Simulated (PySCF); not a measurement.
**PBE/6-31G(d) (spherical functions) run of CH3BFNO (SMILES NC1(F)BO1)**

Aim: the energy change on altering one bond length of CH3BFNO at PBE/6-31G* (spherical functions), from 2 runs. The job is set up through a Python script.

The calculation is run with PySCF 2.14.0.

1 further run of the same task is left out (set aside as unsound or not needed).

### 1 The system as given

The species is CH3BFNO (8 atoms), meant as a singlet with charge 0. As SMILES, `NC1(F)BO1`. The shape is that of a PBE0-D4/def2-TZVP optimisation. This is one conformer, not always the lowest.

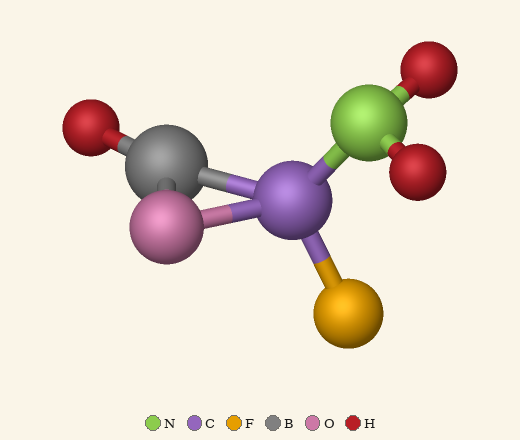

Viewed from a chosen angle; nitrogen green, carbon purple, fluorine amber, boron grey, oxygen pink, hydrogen red.

### 2 A single-point energy at PBE/6-31G(d) (spherical functions)

input.py reads:

```python
# NC1(F)BO1
from pyscf import gto, dft

molecule = gto.M(
    atom='''
N   -0.431000   1.148400   0.184600
C    0.054100  -0.061200  -0.289600
F    0.122100  -0.132700  -1.658300
B    0.337600  -1.307200   0.515100
O    1.346900  -0.473000   0.255300
H   -1.439500   1.170100   0.211400
H   -0.075300   1.941600  -0.336200
H    0.177200  -2.343100   1.061900
''',
    verbose=4,
    max_memory=1860,
    basis='6-31g*',
)

mf = dft.RKS(molecule, xc='pbe')
mf.conv_tol = 1e-10
mf.grids.level = 5
mf.kernel()
if not mf.converged:
    mf = mf.newton().run(mf.mo_coeff, mf.mo_occ)

e_tot = mf.e_tot
print('E = %.10f Eh' % e_tot)
```

Started as:

```sh
OMP_NUM_THREADS=1 python input.py
```

Standard output:

```text
PySCF version 2.14.0

[INPUT] num. atoms = 8
[INPUT] num. electrons = 38
[INPUT] charge = 0
[INPUT] spin (= nelec alpha-beta = 2S) = 0
[INPUT] symmetry False subgroup None
[INPUT] Mole.unit = angstrom
[INPUT] Symbol           X                Y                Z      unit          X                Y                Z       unit  Magmom
[INPUT]  1 N     -0.431000000000   1.148400000000   0.184600000000 AA   -0.814471959688   2.170161481451   0.348843442595 Bohr   0.0
[INPUT]  2 C      0.054100000000  -0.061200000000  -0.289600000000 AA    0.102234183339  -0.115651238823  -0.547264685674 Bohr   0.0
[INPUT]  3 F      0.122100000000  -0.132700000000  -1.658300000000 AA    0.230735559809  -0.250766656730  -3.133732832366 Bohr   0.0
[INPUT]  4 B      0.337600000000  -1.307200000000   0.515100000000 AA    0.637971539653  -2.470249990031   0.973397926763 Bohr   0.0
[INPUT]  5 O      1.346900000000  -0.473000000000   0.255300000000 AA    2.545272117177  -0.893840456919   0.482447079601 Bohr   0.0
[INPUT]  6 H     -1.439500000000   1.170100000000   0.211400000000 AA   -2.720260756311   2.211168538354   0.399488102733 Bohr   0.0
[INPUT]  7 H     -0.075300000000   1.941600000000  -0.336200000000 AA   -0.142296377180   3.669092243456  -0.635325923079 Bohr   0.0
[INPUT]  8 H      0.177200000000  -2.343100000000   1.061900000000 AA    0.334859469273  -4.427817282468   2.006700171676 Bohr   0.0

nuclear repulsion = 167.411286304776
number of shells = 36
number of NR pGTOs = 147
number of NR cGTOs = 76
basis = 6-31g*
ecp = {}

******** <class 'pyscf.dft.rks.RKS'> ********
method = RKS
initial guess = minao
damping factor = 0
level_shift factor = 0
DIIS = <class 'pyscf.scf.diis.CDIIS'>
diis_start_cycle = 1
diis_space = 8
diis_damp = 0
SCF conv_tol = 1e-10
SCF conv_tol_grad = None
SCF max_cycles = 50
direct_scf = True
direct_scf_tol = 1e-13
XC library pyscf.dft.libxc version 7.0.0
    S. Lehtola, C. Steigemann, M. J.T. Oliveira, and M. A.L. Marques.,  SoftwareX 7, 1–5 (2018)
XC functionals = pbe
    J. P. Perdew, K. Burke, and M. Ernzerhof.,  Phys. Rev. Lett. 77, 3865 (1996)
    J. P. Perdew, K. Burke, and M. Ernzerhof.,  Phys. Rev. Lett. 78, 1396 (1997)
    J. P. Perdew, K. Burke, and M. Ernzerhof.,  Phys. Rev. Lett. 77, 3865 (1996)
    J. P. Perdew, K. Burke, and M. Ernzerhof.,  Phys. Rev. Lett. 78, 1396 (1997)
radial grids:
    Treutler-Ahlrichs [JCP 102, 346 (1995); DOI:10.1063/1.469408] (M4) radial grids

becke partition: Becke, JCP 88, 2547 (1988); DOI:10.1063/1.454033
pruning grids: <function nwchem_prune>
grids dens level: 5
symmetrized grids: False
atomic radii adjust function: <function treutler_atomic_radii_adjust>
small_rho_cutoff = 0
Set gradient conv threshold to 1e-05
Initial guess from minao.
tot grids = 285728
init E= -294.873224534155
  HOMO = -0.312872259251734  LUMO = -0.110400248917563  gap/eV = 5.50954
cycle= 1 E= -294.093401005918  delta_E= 0.78  |g|= 0.847  |ddm|= 2.88
  HOMO = -0.141839846335067  LUMO = 0.0246067997432489  gap/eV = 4.52924
cycle= 2 E= -293.434305368673  delta_E= 0.659  |g|= 1.97  |ddm|= 1.94
  HOMO = -0.20153912993514  LUMO = -0.0293635946560351  gap/eV = 4.68513
cycle= 3 E= -294.196474758303  delta_E= -0.762  |g|= 0.395  |ddm|= 1.49
  HOMO = -0.22393316076668  LUMO = -0.0387460451657788  gap/eV = 5.03920
cycle= 4 E= -294.2271729309  delta_E= -0.0307  |g|= 0.0864  |ddm|= 0.322
  HOMO = -0.226552401680843  LUMO = -0.0503819687534883  gap/eV = 4.79384
cycle= 5 E= -294.228229692553  delta_E= -0.00106  |g|= 0.0396  |ddm|= 0.103
  HOMO = -0.223854928177744  LUMO = -0.0457822529050453  gap/eV = 4.84560
cycle= 6 E= -294.228548311892  delta_E= -0.000319  |g|= 0.0123  |ddm|= 0.0422
  HOMO = -0.224698963402313  LUMO = -0.045318490780871  gap/eV = 4.88119
cycle= 7 E= -294.228576778006  delta_E= -2.85e-05  |g|= 0.00318  |ddm|= 0.012
  HOMO = -0.224580588103412  LUMO = -0.0455596207248576  gap/eV = 4.87141
cycle= 8 E= -294.228579035882  delta_E= -2.26e-06  |g|= 0.000422  |ddm|= 0.00305
  HOMO = -0.224590578669237  LUMO = -0.0455526240674589  gap/eV = 4.87187
cycle= 9 E= -294.228579071932  delta_E= -3.61e-08  |g|= 0.00011  |ddm|= 0.000394
  HOMO = -0.224582905918229  LUMO = -0.0455588357853456  gap/eV = 4.87149
cycle= 10 E= -294.22857907449  delta_E= -2.56e-09  |g|= 4.45e-05  |ddm|= 0.000153
  HOMO = -0.22458763789567  LUMO = -0.0455587994351636  gap/eV = 4.87162
cycle= 11 E= -294.228579074952  delta_E= -4.62e-10  |g|= 1.52e-05  |ddm|= 5.83e-05
  HOMO = -0.224586389851087  LUMO = -0.0455578450035925  gap/eV = 4.87161
cycle= 12 E= -294.228579075003  delta_E= -5.07e-11  |g|= 1.12e-06  |ddm|= 1.41e-05
  HOMO = -0.224586319017326  LUMO = -0.0455578436769963  gap/eV = 4.87161
Extra cycle  E= -294.228579075002  delta_E= 1.08e-12  |g|= 2.88e-06  |ddm|= 2.95e-06
converged SCF energy = -294.228579075002
E = -294.2285790750 Eh
```

It took 17 s on 1 thread of Intel Xeon at 2.70GHz, shared host; peak memory 0.39 GiB.

### 3 The distorted shape at the same level

calc.py reads:

```python
from pyscf import gto, dft

mol = gto.Mole()
mol.atom = '''
N       -0.503778       1.329872       0.255742
C        0.054100      -0.061200      -0.289600
F        0.122100      -0.132700      -1.658300
B        0.337600      -1.307200       0.515100
O        1.346900      -0.473000       0.255300
H       -1.512278       1.351572       0.282542
H       -0.148078       2.123072      -0.265058
H        0.177200      -2.343100       1.061900
'''
mol.max_memory = 1860
mol.basis = '6-31g*'
mol.charge = 0
mol.verbose = 3
mol.build()

myscf = dft.RKS(mol)
myscf.xc = 'pbe'
myscf.grids.level = 5
myscf.conv_tol = 1e-10
myscf.kernel()
if not myscf.converged:
    myscf = myscf.newton().run(myscf.mo_coeff, myscf.mo_occ)

energy = myscf.e_tot
print(f'total energy: {energy:.8f} hartree')
```

Started as:

```sh
OMP_NUM_THREADS=1 python calc.py
```

Standard output:

```text
converged SCF energy = -294.210954838994
total energy: -294.21095484 hartree
```

Wall time 13 s (1 thread of Intel Xeon at 2.70GHz, shared host); peak memory 0.39 GiB.

### 4 Summary of results

At PBE/6-31G* (spherical functions):

| quantity | value |
| --- | --- |
| first shape: total energy | -294.22858 Eh |
| first shape: dipole moment | 1.85 D |
| first shape: HOMO energy | -6.11 eV |
| first shape: LUMO energy | -1.24 eV |
| first shape: HOMO–LUMO gap | 4.87 eV |
| distorted shape: total energy | -294.21095 Eh |
| distorted shape: dipole moment | 1.49 D |
| distorted shape: HOMO energy | -5.78 eV |
| distorted shape: LUMO energy | -1.45 eV |
| distorted shape: HOMO–LUMO gap | 4.33 eV |
| energy change with the N1–C2 bond stretched from 1.387 to 1.595 Å | 0.480 eV |

In words: With the N1–C2 bond stretched from 1.387 to 1.595 Å the energy rises by 0.48 eV (11.1 kcal/mol). The first shape isn't relaxed at this level, so the change isn't measured from a minimum. Mulliken charges (first shape) run from -0.72 on N1 to +0.46 on C2.
